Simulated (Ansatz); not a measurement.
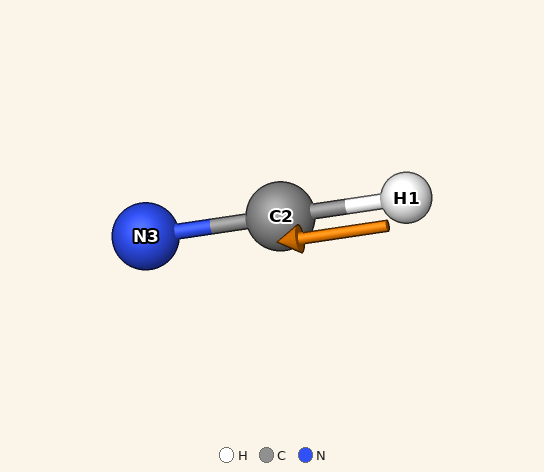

The arrows show one normal mode. Harmonic vibrations computed with RKS PBE0-D4/def2-TZVP (Ansatz 0.2.0) at a stationary point of the same level.

### What kind of motion is it?

Mostly C–H stretching.

### At what wavenumber does it lie?

3457 cm⁻¹; it is mode 4 of 4 counted from the lowest.
